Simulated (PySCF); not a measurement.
# CH6NSi: the cost of one run

Programs: PySCF 2.14.0, with routines of our own; each step states its level. All values are computed. Atoms count from 0.

### Step 1. The system as given

9 atoms, charge -1, multiplicity 1; geometry from: GFN2-xTB.

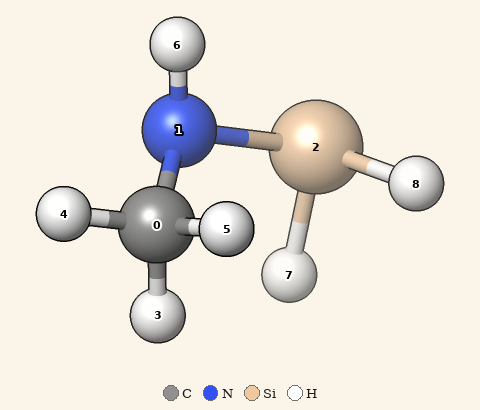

The starting geometry (carbon grey, nitrogen blue, silicon light orange, hydrogen white).

### Step 2. Magnetic properties: GIAO KT3/aug-pcSseg-1

The job: settings as JSON, then the geometry in Å.

```
{"job": {"kind": "mag", "xc": "KT3", "basis": "aug-pcSseg-1", "isotopologues": 4}, "charge": -1, "multiplicity": 1}
C     -0.968464    -0.301950    -0.073836
N     -0.104747     0.793650    -0.356321
Si     1.641991     0.552854    -0.061913
H     -0.595638    -1.180279    -0.606594
H     -2.005257    -0.115514    -0.417664
H     -1.035838    -0.577278     1.003256
H     -0.437253     1.627351     0.116351
H      1.851531    -0.659955    -0.926559
H      1.667237    -0.132886     1.298101
```

With the program's defaults for keys left out, this is: GIAO KT3/aug-pcSseg-1 magnetisability, rotational g tensor and spin-rotation constants, non-relativistic, gas phase.

Run with:

```sh
> OMP_NUM_THREADS=1 python excited_run.py task.json out
```

One launch serves the whole session: the jobs run in the order shown.

**Question.** How long does this first job take on 1 thread of Arm Neoverse N1, shared host, and how much memory does it need?

About 19 s, with a peak of 0.44 GiB.
